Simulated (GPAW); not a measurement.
**Fe1 on W4 001: moments or none**

Aim: find out whether Fe1 on W4 001 carries moments when they start parallel, and what they gain.

Method: PBE; plane waves with GPAW's PAW setups, scalar-relativistic, in GPAW 26.7.0.

## Step 1: The starting structure

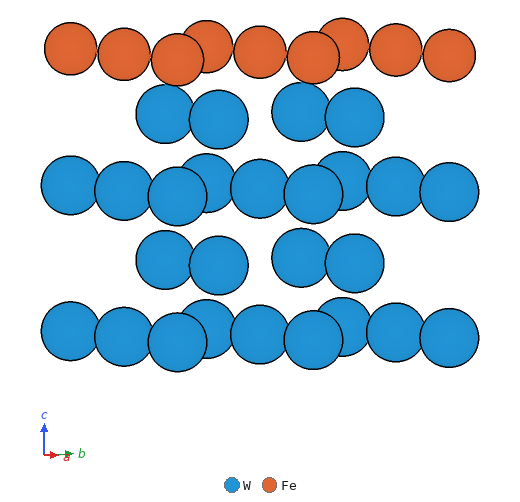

Start, viewed from the side, with the c axis up; tungsten blue, iron orange. 2×2×1 cells are drawn. Some periodic images of atoms are drawn too.

The cell holds 5 atoms: 4 W and 1 Fe. Cell: a = 3.165 Å, b = 3.165 Å, c = 18.127 Å, α = 90.0°, β = 90.0°, γ = 90.0°. ideal sites on the substrate's mesh, layer spacings from atomic volumes, unrelaxed, 12 A of vacuum. Vacuum lies along c.

## Step 2: Run 1 (ferro +)

Parallel moments need no larger cell; this start tests for a ferromagnetic state only.

Input file order1.py:

```python
import json
import numpy as np
from ase import Atoms
from ase.parallel import paropen, parprint
from gpaw import GPAW

atoms = Atoms(['W', 'W', 'W', 'W', 'Fe'],
    cell=[[3.165, 0.0, 0.0],
         [0.0, 3.165, 0.0],
         [0.0, 0.0, 18.126946]],
    scaled_positions=[[0.0, 0.0, 0.330999],
         [0.5, 0.5, 0.418287],
         [0.0, 0.0, 0.505576],
         [0.5, 0.5, 0.592865],
         [0.0, 0.0, 0.669001]],
    pbc=True,
    magmoms=[0.0, 0.0, 0.0, 0.0, 2.6])
atoms.calc = GPAW(mode={'name': 'pw', 'ecut': 450},
    xc='PBE',
    kpts={'size': (18, 18, 1), 'gamma': True},
    occupations={'name': 'fermi-dirac', 'width': 0.05},
    convergence={'density': 1e-05, 'energy': 1e-05},
    maxiter=200,
    mixer={'name': 'pulay', 'beta': 0.03, 'nmaxold': 8, 'weight': 100},
    symmetry={'tolerance': 1e-4},
    txt='order1.txt')
e = atoms.get_potential_energy(force_consistent=True)
res = {'free_energy': e, 'energy_sigma0': atoms.get_potential_energy(), 'fermi_energy': atoms.calc.get_fermi_level()}
res['moments'] = atoms.get_magnetic_moments().tolist()
res['total'] = atoms.get_magnetic_moment()
parprint('site moments (muB):', np.round(res['moments'], 3))
parprint(f"total moment: {res['total']:.3f} muB")
parprint(f'free energy: {e:.6f} eV')
atoms.calc.write('order1.gpw')
with paropen('results.json', 'w') as f:
    json.dump(res, f)
```

Command:

```bash
$ OMP_NUM_THREADS=1 mpirun -n 4 gpaw python order1.py > order1.log
```

Numbers of over 12 decimals in the logs are rounded to 6 here.

Log:

```text
site moments (muB): [ 0.357 -0.045  0.091 -0.205  2.376]
total moment: 2.871 muB
free energy: -50.604564 eV

--- order1.txt ---
Input parameters:
  mode=PW(ecut=450),
  convergence={'density': 1e-05, 'energy': 1e-05},
  kpts=MonkhorstPack(size=(18, 18, 1), gamma=True),
  maxiter=200,
  mixer=Pulay(name='pulay', nmaxold=8, beta=0.03, weight=100, sigma=0.015, g_ss=None),
  occupations=Occupations(name='fermi-dirac', width=0.05),
  symmetry=Symmetry(tolerance=0.0001),
  xc=XC(name='PBE')

Diagonalizing LCAO Hamiltonian
Converting LCAO to pw mode
   .-------.
  /|       |
 * |       |
 | |       |
 | |       |
 | |       |
 | |       |
 | |       |
 | |       |
 Fe|       |
 | |  W    |
 | |       |
 | |       |
 W |       |
 | |  W    |
 | |       |
 | |       |
 W |       |
 | |       |
 | |       |
 | |       |
 | |       |
 | .-------.
 |/       /
 *-------*

Atoms  # Å, Bohr magnetons
|   | symbol |        x |        y |         z |    initial magnetic moments |
|---|--------|----------|----------|-----------|-----------------------------|
| 0 |      W | 0.000000 | 0.000000 |  6.000001 | ( 0.0000,  0.0000,  0.0000) |
| 1 |      W | 1.582500 | 1.582500 |  7.582266 | ( 0.0000,  0.0000,  0.0000) |
| 2 |      W | 0.000000 | 0.000000 |  9.164549 | ( 0.0000,  0.0000,  0.0000) |
| 3 |      W | 1.582500 | 1.582500 | 10.746832 | ( 0.0000,  0.0000,  0.0000) |
| 4 |     Fe | 0.000000 | 0.000000 | 12.126945 | ( 0.0000,  0.0000,  2.6000) |

Unit cell  # Å
| periodic |        x |        y |         z |   lengths |    angles |
|----------|----------|----------|-----------|-----------|-----------|
|      yes | 3.165000 | 0.000000 |  0.000000 |  3.165000 | 90.000000 |
|      yes | 0.000000 | 3.165000 |  0.000000 |  3.165000 | 90.000000 |
|      yes | 0.000000 | 0.000000 | 18.126946 | 18.126946 | 90.000000 |

Number of symmetries: 8

BZ-sampling:
  Number of BZ points: 324
  Number of IBZ points: 55

  Monkhorst-Pack size: [18, 18, 1]
  Monkhorst-Pack shift: [0.027778, 0.027778, 0.0]

K-points  # in reciprocal-cell coordinates
|     |                                coordinates |     weight |
|-----|--------------------------------------------|------------|
|   0 | ( -0.00000000,  -0.00000000,   0.00000000) | 0.00308642 |
|   1 | (  0.05555556,  -0.00000000,   0.00000000) | 0.01234568 |
|   2 | (  0.05555556,   0.05555556,   0.00000000) | 0.01234568 |
|   3 | (  0.11111111,  -0.00000000,   0.00000000) | 0.01234568 |
|   4 | (  0.11111111,   0.05555556,   0.00000000) | 0.02469136 |
|   5 | (  0.11111111,   0.11111111,   0.00000000) | 0.01234568 |
|   6 | (  0.16666667,  -0.00000000,   0.00000000) | 0.01234568 |
|   7 | (  0.16666667,   0.05555556,   0.00000000) | 0.02469136 |
|   8 | (  0.16666667,   0.11111111,   0.00000000) | 0.02469136 |
|   9 | (  0.16666667,   0.16666667,   0.00000000) | 0.01234568 |
| ... |                                            |            |
|  54 | (  0.50000000,   0.50000000,   0.00000000) | 0.00308642 |

Plane wave coefficients: 3981
Cutoff: 450.000000 eV

Spin-components: 2 (collinear spins)
Bands:           44
Projectors:      30
Spin-degeneracy: 1
Datatype:        complex128

Parallelization:
  kpt:    4
  domain: 1
  band:   1

Density:
  Valence electrons: 64.0
  Components: 2
  Grid points: [16 16 90]
  Charge: 0.0  # |e|

Potential:
  Grid points: [16 16 90]

species:
  W:
    name:    Tungsten
    Z:       74.0
    valence: 14
    core:    60
    charge:  0.0  # [|e|]
    compensation charges:
      type: gauss
      rc: 0.40  # [Å]
      lmax: 2
    cutoffs:
      filter: 2.36  # [Å]
      core: 3.02  # [Å]
    projectors
    | kind |    occ | energy [eV] | rcut [Å] |
    |------|--------|-------------|----------|
    |   5s |  2.000 |     -78.830 |    1.344 |
    |   6s |  2.000 |      -5.697 |    1.344 |
    |   5p |  6.000 |     -43.233 |    1.355 |
    |   6p |  0.000 |      -1.367 |    1.355 |
    |   5d |  4.000 |      -4.494 |    1.228 |
    |    d |        |      22.717 |    1.228 |

    Using partial waves for W as LCAO basis

  Fe:
    name:    Iron
    Z:       26.0
    valence: 8
    core:    18
    charge:  0.0  # [|e|]
    compensation charges:
      type: gauss
      rc: 0.33  # [Å]
      lmax: 2
    cutoffs:
      filter: 2.06  # [Å]
      core: 2.67  # [Å]
    projectors
    | kind |    occ | energy [eV] | rcut [Å] |
    |------|--------|-------------|----------|
    |   4s |  2.000 |      -5.291 |    1.164 |
    |   4p |  0.000 |      -1.326 |    1.058 |
    |   3d |  6.000 |      -7.505 |    1.058 |
    |    s |        |      21.920 |    1.164 |
    |    p |        |      25.885 |    1.058 |
    |    d |        |      19.706 |    1.058 |

    Using partial waves for Fe as LCAO basis

Reference energy: -1789706.141220  # eV

eigensolver:
  PPCG
  Converge bands: occupied
  niter=2

density mixing:
  Pulay-Mixer
  Linear mixing parameters: 0.03
  Old densities: 8
  Fourier metric: weight=100, sigma=0.015

occupation numbers:
  Fermi-Dirac:
    width: 0.0500  # eV

poisson solver:
  ecut: 3600.000000  # eV

xc functional:
  name: PBE with 2 nearest neighbor stencil

convergence criteria:
- Maximum integral of absolute [dens]ity change: 1e-05 electrons / valence electron
- Maximum [total energy] change in last 3 cyles: 1e-05 eV / valence electron
- Maximum integral of absolute [eigenst]ate change: 4e-08 eV^2 / valence electron
maximum number of iterations: 200

SCF iterations
|iter     |      energy | eigst |  dens |  magmom |
|---------|-------------|-------|-------|---------|
|iter:   1|       0s |  -53.735587 | +0.10 |       |  +2.6033|
|iter:   2|       4s |  -53.977785 | -1.21 | -0.91 |  +2.5898|
|iter:   3|       8s |  -52.068856 | -1.88 | -0.96 |  +2.5933|
|iter:   4|      13s |  -51.490146 | -1.92 | -1.08 |  +2.5778|
|iter:   5|      17s |  -51.134374 | -2.10 | -1.13 |  +2.5520|
|iter:   6|      21s |  -50.869931 | -2.30 | -1.20 |  +2.5417|
|iter:   7|      26s |  -50.587713 | -1.56 | -1.28 |  +2.5091|
|iter:   8|      30s |  -50.612225 | -2.31 | -1.46 |  +2.5094|
|iter:   9|      34s |  -50.569006 | -2.29 | -1.43 |  +2.4883|
|iter:  10|      38s |  -50.534224 | -3.38 | -1.61 |  +2.4874|
[... 56 iterations left out ...]
|iter:  67|     236s |  -50.578020c| -8.24c| -4.69 |  +2.8706|
|iter:  68|     239s |  -50.578024c| -7.94c| -4.76 |  +2.8712|
|iter:  69|     241s |  -50.578028c| -7.93c| -4.91 |  +2.8716|
|iter:  70|     243s |  -50.578031c| -8.03c| -4.89 |  +2.8720|
|iter:  71|     245s |  -50.578034c| -7.94c| -4.84 |  +2.8721|
|iter:  72|     247s |  -50.578030c| -7.84c| -4.80 |  +2.8714|
|iter:  73|     249s |  -50.578032c| -8.37c| -4.98 |  +2.8716|
|iter:  74|     251s |  -50.578033c| -8.93c| -4.94 |  +2.8717|
|iter:  75|     253s |  -50.578032c| -8.65c| -4.96 |  +2.8713|
|iter:  76|     255s |  -50.578032c| -9.30c| -5.04c|  +2.8713|

Converged in 76 steps
Energy contributions relative to reference atoms: (reference = -1789706.141220)

Energy contributions:
  Kinetic:           6.735707
  Coulomb:         -14.514013
  Zero:              0.025353
  External:          0.000000
  Xc:              -42.798547
  Entropy:          -0.053065
  Spinorbit:         0.000000
  ----------------------------
  Free energy:     -50.604564
  Extrapolated:    -50.578032

dipole moment: (-31.292423, -31.292423, 0.005685)  # |e|*Ang

Total magnetic moment: (0.000000, 0.000000, 2.871265)

Local magnetic moments
|        x |        y |         z |
|----------|----------|-----------|
| 0.000000 | 0.000000 |  0.357108 |  # W    0
| 0.000000 | 0.000000 | -0.045125 |  # W    1
| 0.000000 | 0.000000 |  0.090524 |  # W    2
| 0.000000 | 0.000000 | -0.204968 |  # W    3
| 0.000000 | 0.000000 |  2.375543 |  # Fe   4

Fermi level: 3.379
Eigenvalues  # (at kpt = [-0.000, -0.000, 0.000])
| band index |      eig [eV] | occ [0-1] |      eig [eV] | occ [0-1] |
|------------|---------------|-----------|---------------|-----------|
|          0 |       -70.463 |     1.000 |       -70.499 |     1.000 |
|        ... |               |           |               |           |
|         25 |         1.198 |     1.000 |         2.397 |     1.000 |
|         26 |         1.413 |     1.000 |         2.551 |     1.000 |
|         27 |         1.857 |     1.000 |         2.796 |     1.000 |
|         28 |         2.367 |     1.000 |         2.796 |     1.000 |
|         29 |         2.367 |     1.000 |         3.227 |     0.955 |
|         30 |         2.640 |     1.000 |         3.330 |     0.730 |
|         31 |         2.896 |     1.000 |         3.388 |     0.454 |
|         32 |         2.945 |     1.000 |         3.388 |     0.454 |
|         33 |         2.945 |     1.000 |         3.565 |     0.024 |
|         34 |         2.978 |     1.000 |         3.876 |     0.000 |
|         35 |         4.377 |     0.000 |         4.701 |     0.000 |
|         36 |         4.448 |     0.000 |         4.701 |     0.000 |
|         37 |         4.448 |     0.000 |         4.717 |     0.000 |
|         38 |         4.757 |     0.000 |         5.044 |     0.000 |
|         39 |         5.985 |     0.000 |         6.133 |     0.000 |
|         40 |         6.276 |     0.000 |         6.470 |     0.000 |
|        ... |               |           |               |           |
|         43 |         6.886 |     0.000 |         7.027 |     0.000 |

No gap
No difference between direct/indirect transitions
```

It took 4.4 min on 4 MPI ranks of AMD EPYC 7B13 (Zen 3), shared host; peak memory 1.2 GiB; 18 min of CPU time.

Spin moment in the augmentation sphere by atom:

```csv
atom,spin moment in the augmentation sphere (μB)
W1,0.36
W2,-0.05
W3,0.09
W4,-0.20
Fe5,2.38
```

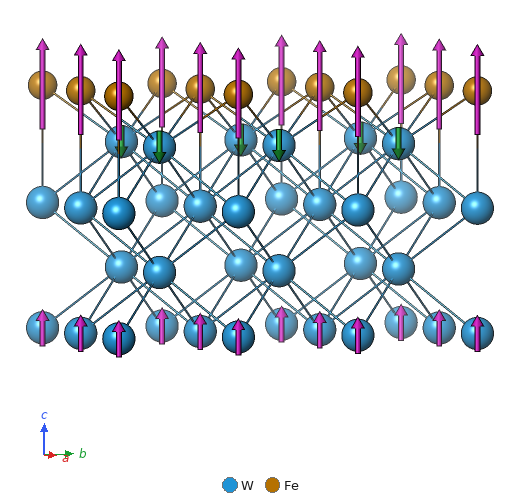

Spin moment in the augmentation sphere as arrows, the longest 2.38 μB. Up and down stand for the sign. Arrows give size and sign along the axis of quantisation, drawn up and down the page. Each arrow also spans its atom, so small moments look longer than they are. The two directions have two colours. 2×3×1 cells are drawn. Some periodic images of atoms are drawn too.

Read from the output:

```yaml
magnetization: 2.871 μB
final_state: ferromagnetic
```

After 76 cycles the largest moment stands at 2.38 μB.

## Step 3: Start 2: no spin polarisation

This run holds no moments, which gives a state to set the others against.

nospin.py is the script of step 2 with these lines changed:

```diff
@@ -15,4 +15,3 @@
          [0.0, 0.0, 0.669001]],
-    pbc=True,
-    magmoms=[0.0, 0.0, 0.0, 0.0, 2.6])
+    pbc=True)
 atoms.calc = GPAW(mode={'name': 'pw', 'ecut': 450},
@@ -25,11 +24,7 @@
     symmetry={'tolerance': 1e-4},
-    txt='order1.txt')
+    txt='nospin.txt')
 e = atoms.get_potential_energy(force_consistent=True)
 res = {'free_energy': e, 'energy_sigma0': atoms.get_potential_energy(), 'fermi_energy': atoms.calc.get_fermi_level()}
-res['moments'] = atoms.get_magnetic_moments().tolist()
-res['total'] = atoms.get_magnetic_moment()
-parprint('site moments (muB):', np.round(res['moments'], 3))
-parprint(f"total moment: {res['total']:.3f} muB")
 parprint(f'free energy: {e:.6f} eV')
-atoms.calc.write('order1.gpw')
+atoms.calc.write('nospin.gpw')
 with paropen('results.json', 'w') as f:
```

Command:

```bash
$ OMP_NUM_THREADS=1 mpirun -n 4 gpaw python nospin.py > nospin.log
```

Log:

```text
free energy: -50.239927 eV

--- nospin.txt ---
Input parameters:
  mode=PW(ecut=450),
  convergence={'density': 1e-05, 'energy': 1e-05},
  kpts=MonkhorstPack(size=(18, 18, 1), gamma=True),
  maxiter=200,
  mixer=Pulay(name='pulay', nmaxold=8, beta=0.03, weight=100, sigma=0.015, g_ss=None),
  occupations=Occupations(name='fermi-dirac', width=0.05),
  symmetry=Symmetry(tolerance=0.0001),
  xc=XC(name='PBE')

Diagonalizing LCAO Hamiltonian
Converting LCAO to pw mode
   .-------.
  /|       |
 * |       |
 | |       |
 | |       |
 | |       |
 | |       |
 | |       |
 | |       |
 Fe|       |
 | |  W    |
 | |       |
 | |       |
 W |       |
 | |  W    |
 | |       |
 | |       |
 W |       |
 | |       |
 | |       |
 | |       |
 | |       |
 | .-------.
 |/       /
 *-------*

Atoms  # Å, Bohr magnetons
|   | symbol |        x |        y |         z |    initial magnetic moments |
|---|--------|----------|----------|-----------|-----------------------------|
| 0 |      W | 0.000000 | 0.000000 |  6.000001 | ( 0.0000,  0.0000,  0.0000) |
| 1 |      W | 1.582500 | 1.582500 |  7.582266 | ( 0.0000,  0.0000,  0.0000) |
| 2 |      W | 0.000000 | 0.000000 |  9.164549 | ( 0.0000,  0.0000,  0.0000) |
| 3 |      W | 1.582500 | 1.582500 | 10.746832 | ( 0.0000,  0.0000,  0.0000) |
| 4 |     Fe | 0.000000 | 0.000000 | 12.126945 | ( 0.0000,  0.0000,  0.0000) |

Unit cell  # Å
| periodic |        x |        y |         z |   lengths |    angles |
|----------|----------|----------|-----------|-----------|-----------|
|      yes | 3.165000 | 0.000000 |  0.000000 |  3.165000 | 90.000000 |
|      yes | 0.000000 | 3.165000 |  0.000000 |  3.165000 | 90.000000 |
|      yes | 0.000000 | 0.000000 | 18.126946 | 18.126946 | 90.000000 |

Number of symmetries: 8

BZ-sampling:
  Number of BZ points: 324
  Number of IBZ points: 55

  Monkhorst-Pack size: [18, 18, 1]
  Monkhorst-Pack shift: [0.027778, 0.027778, 0.0]

Plane wave coefficients: 3981
Cutoff: 450.000000 eV

Spin-components: 1 (collinear spins)
Bands:           43
Projectors:      30
Spin-degeneracy: 2
Datatype:        complex128

Parallelization:
  kpt:    4
  domain: 1
  band:   1

Density:
  Valence electrons: 64.0
  Components: 1
  Grid points: [16 16 90]
  Charge: 0.0  # |e|

Potential:
  Grid points: [16 16 90]

[... setups left out ...]
Reference energy: -1789706.141220  # eV

eigensolver:
  PPCG
  Converge bands: occupied
  niter=2

density mixing:
  Pulay-Mixer
  Linear mixing parameters: 0.03
  Old densities: 8
  Fourier metric: weight=100, sigma=0.015

occupation numbers:
  Fermi-Dirac:
    width: 0.0500  # eV

poisson solver:
  ecut: 3600.000000  # eV

xc functional:
  name: PBE with 2 nearest neighbor stencil

convergence criteria:
- Maximum integral of absolute [dens]ity change: 1e-05 electrons / valence electron
- Maximum [total energy] change in last 3 cyles: 1e-05 eV / valence electron
- Maximum integral of absolute [eigenst]ate change: 4e-08 eV^2 / valence electron
maximum number of iterations: 200

SCF iterations
|iter     |      energy | eigst |  dens |
|---------|-------------|-------|-------|
|iter:   1|       0s |  -54.326430 | +0.09 |       |
|iter:   2|       2s |  -54.925553 | -1.02 | -0.95 |
|iter:   3|       5s |  -52.126892 | -1.59 | -0.96 |
|iter:   4|       7s |  -52.056489 | -2.95 | -1.11 |
|iter:   5|       9s |  -50.904790 | -1.27 | -1.11 |
|iter:   6|      11s |  -50.898690 | -2.07 | -1.29 |
|iter:   7|      13s |  -50.373227 | -0.97 | -1.29 |
|iter:   8|      16s |  -50.367424 | -2.44 | -1.62 |
|iter:   9|      18s |  -50.248586 | -2.03 | -1.62 |
|iter:  10|      20s |  -50.203920 | -2.62 | -1.71 |
[... 15 iterations left out ...]
|iter:  26|      54s |  -50.208569c| -7.61c| -4.05 |
|iter:  27|      57s |  -50.208570c| -7.32 | -4.13 |
|iter:  28|      58s |  -50.208569c| -7.53c| -4.30 |
|iter:  29|      60s |  -50.208569c| -7.20 | -4.35 |
|iter:  30|      62s |  -50.208569c| -7.94c| -4.58 |
|iter:  31|      63s |  -50.208569c| -7.85c| -4.63 |
|iter:  32|      64s |  -50.208569c| -8.08c| -4.79 |
|iter:  33|      65s |  -50.208569c| -8.51c| -4.89 |
|iter:  34|      66s |  -50.208569c| -8.56c| -4.97 |
|iter:  35|      67s |  -50.208569c| -8.24c| -5.07c|

Converged in 35 steps
Energy contributions relative to reference atoms: (reference = -1789706.141220)

Energy contributions:
  Kinetic:          -2.645435
  Coulomb:          -6.832015
  Zero:              0.046880
  External:          0.000000
  Xc:              -40.746641
  Entropy:          -0.062716
  Spinorbit:         0.000000
  ----------------------------
  Free energy:     -50.239927
  Extrapolated:    -50.208569

dipole moment: (-31.282067, -31.282067, -0.002147)  # |e|*Ang

Fermi level: 3.319
Eigenvalues  # (at kpt = [-0.000, -0.000, 0.000])
| band index |      eig [eV] | occ [0-2] |
|------------|---------------|-----------|
|          0 |       -70.683 |     2.000 |
|        ... |               |           |
|         27 |         2.428 |     2.000 |
|         28 |         2.428 |     2.000 |
|         29 |         2.991 |     1.997 |
|         30 |         2.991 |     1.997 |
|         31 |         2.994 |     1.997 |
|         32 |         3.044 |     1.992 |
|         33 |         3.060 |     1.989 |
|         34 |         3.066 |     1.987 |
|         35 |         4.460 |     0.000 |
|         36 |         4.473 |     0.000 |
|         37 |         4.473 |     0.000 |
|         38 |         4.791 |     0.000 |
|         39 |         5.990 |     0.000 |
|         40 |         6.283 |     0.000 |
|         41 |         6.573 |     0.000 |
|         42 |         6.878 |     0.000 |

No gap
No difference between direct/indirect transitions
```

Wall time 75 s (4 MPI ranks); peak memory 0.97 GiB; 5 min of CPU time.

Numbers from this step:

```yaml
final_state: non-magnetic (no spin polarisation)
```

It lies 365 meV a seeded atom over the first start.

## Step 4: Energies of the orders

These are free energies at a smearing of 0.05 eV, so its entropy term is in the differences. They are divided by the number of seeded atoms, so that cells of unlike size compare.

Orders:

```csv
start,final state,typed order kept,energy over the lowest (meV a seeded atom),largest site moment (μB),net moment (μB a primitive cell),mesh matched,CPU time (s)
ferro +,ferromagnetic,yes,0,2.376,2.871,yes,1065
no spin polarisation,non-magnetic,-,364.6,0,0,yes,299.4
```

## Step 5: What came out

| Item | Value |
| --- | --- |
| lower run | with moments |
| largest site moment | 2.38 μB |
| energy gained by spin polarisation | 365 meV a seeded atom |

The crystal holds moments, up to 2.38 μB, and gains 365 meV a seeded atom by them. No antiferromagnetic order was tried, so the session says nothing on how the moments order.

[Logs and program files are shortened in this print: banners, set-up blocks, solver, clock and traceback lines can be left out without a mark of their own.]

[Logs are printed without paths, hosts, clocks, repeated set-up lines and the standing remarks that a program may print on its own settings, such as how far it seeks lower states.]

[Hosts, paths, dates, database ids (printed as entryN), source tags and the programs' standing remarks are cut or masked in the printed files.]

[Where a cell is said to come from a database of computed structures, the database is the Materials Project.]
